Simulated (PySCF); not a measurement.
# C$_{4}$H$_{6}$, SMILES `CC1C=C1`: electronic structure

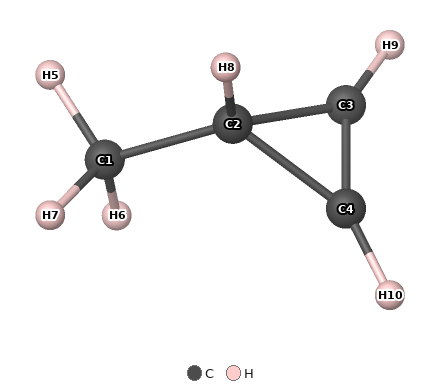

The molecule, with its atoms numbered as below. No frequency check shows the geometry to be a minimum.

Cartesian coordinates (Å):

```
C1       1.4898   -0.0008    0.2142
C2       0.1551    0.0006   -0.4998
C3      -1.0481    0.6497    0.1165
C4      -1.0478   -0.6501    0.1164
H5       2.0691    0.8820   -0.0568
H6       1.3451    0.0024    1.2926
H7       2.0694   -0.8812   -0.0570
H8       0.2498    0.0009   -1.5847
H9      -1.5140    1.5723    0.3612
H10     -1.5134   -1.5729    0.3607
```

Part 1: Bonding charge

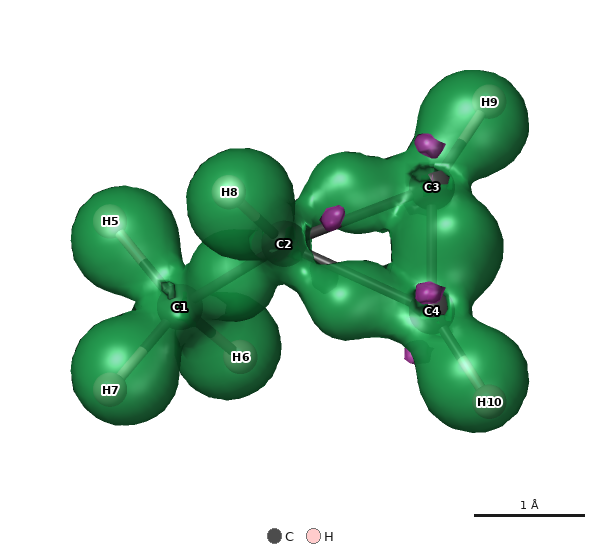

Deformation density (molecule less spherical, spin-averaged free atoms at the same positions), surfaces at ±0.14 e/Å³; green: gain, purple: loss.

Level of theory: B3LYP/def2-SVPD (PySCF), at a geometry from GFN2-xTB.

Question: How much density has each bond gained at its critical point, relative to the free atoms?

Answer: C3–H9 and C4–H10: +0.73 e/Å³ at the bond critical point (bond length 1.06 Å). C2–H8: +0.70 e/Å³ at the bond critical point (bond length 1.09 Å). C1–H6: +0.67 e/Å³ at the bond critical point (bond length 1.09 Å). C1–H7 and C1–H5: +0.66 e/Å³ at the bond critical point (bond length 1.09 Å). C3–C4: +0.63 e/Å³ at the bond critical point (bond length 1.30 Å). C1–C2: +0.48 e/Å³ at the bond critical point (bond length 1.51 Å). C2–C3 and C2–C4: +0.28 e/Å³ at the bond critical point (bond length 1.50 Å). In all, 2.1 electrons gather in the regions of gain relative to the promolecule.

Question: Where do the Hirshfeld charges lie?

Answer: The highest Hirshfeld charge is on H9 and H10 (+0.06 e), the lowest on C1 (−0.11 e).

Part 2: Bond critical points

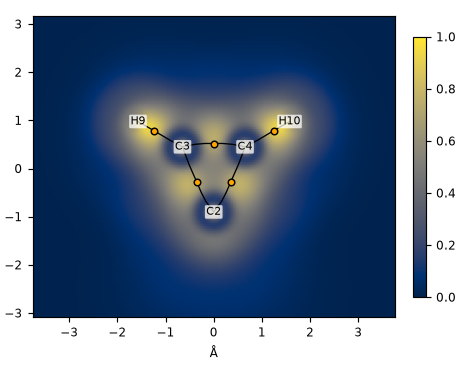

Localised orbital locator (LOL) in the plane of C2, C3, C4, H9 and H10, with bond paths and bond critical points (dots).

Question: Rank the bonds in the plane by LOL at their critical points.

Answer: C3–H9 and C4–H10: about 0.90; C3–C4: about 0.72; C2–C3 and C2–C4: about 0.71. Values above 0.5 mark slow, localised electrons, as in shared pairs; low values at a critical point mark a polar or closed-shell contact whose critical point lies between the shells.

Question: Where along C3–H9 does the critical point lie?

Answer: 0.68 Å from C3 and 0.38 Å from H9.

Part 3: Local ionisation energy

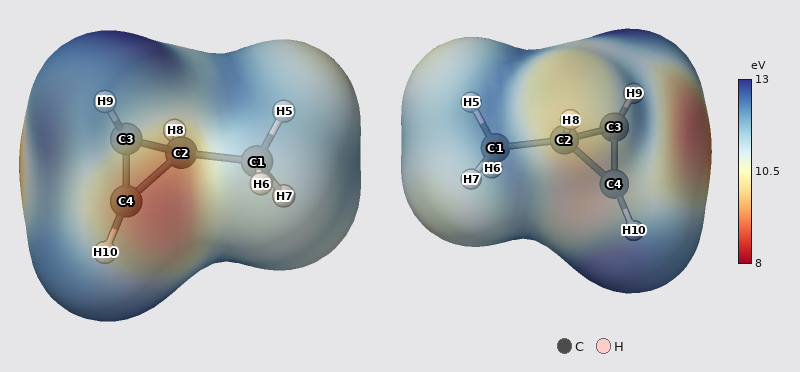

Average local ionisation energy on the surface of electron density 0.001 a.u. (back view left, front view right).

Question: Where are the most loosely bound electrons on this surface?

Answer: The lowest value is 8.7 eV, off the C3–C4 bond (2.2 Å from its atoms). Further minima include 10.1 eV, 1.4 Å from H8; 10.7 eV, 1.4 Å from H5, and at like points elsewhere. For comparison, the highest occupied orbital lies at −7.0 eV.

Question: What volume does the surface enclose, and what is the dipole moment?

Answer: About 94 Å³; the dipole moment is 0.3 D.

Part 4: Excited states

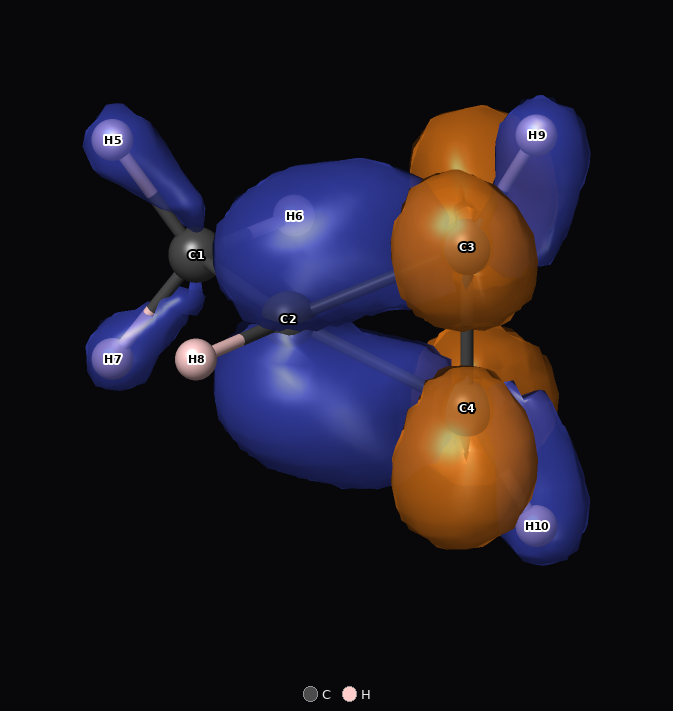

Unrelaxed difference density of S₁ less the ground state (TDA singlet states), ±0.05 e/Å³; orange: gain, blue: loss.

Method: PBE0/def2-SVPD; geometry: GFN2-xTB; program: PySCF.

Question: How does the charge move on excitation?

Answer: 0.75 e is displaced in all, of which about 0.4 e passes between atoms: C2 (0.29 e) and C1 (0.06 e) lose electrons and C3 and C4 (0.18 e each) gain them. The state: 6.18 eV (200 nm), f = 0.003; the leading pair carries 100 %; hole on C2 (35 %), C3 and C4 (19 % each) and C1 (7 %), electron on C3 and C4 (37 % each), H9 and H10 (8 % each) and C2 (6 %); their centroids lie 0.8 Å apart.

Part 5: Magnetic shielding

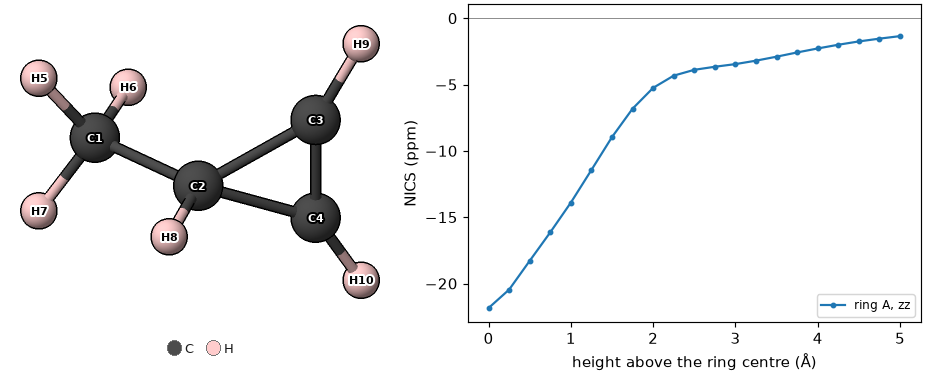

GIAO NICS scans along the ring normals; ring A: 3-membered ring C2/C3/C4.

PySCF calculation, PBE/def2-SVPD, gas phase; geometry: GFN2-xTB.

Question: Read the scans.

Answer: Ring A is shielded above its centre; in a three-membered ring σ bonds weigh heavily, so the values alone don't measure π aromaticity: NICSzz reaches −21.8 ppm at 0.00 Å; NICS(0) = −28.9, NICS(1) = −6.3 and −6.8, NICS(1)zz = −13.9 and −16.3 (two faces) ppm.

Question: What absolute proton shieldings does the same calculation give?

Answer: From 24.4 ppm (H9 and H10) to 31.7 ppm (H6).
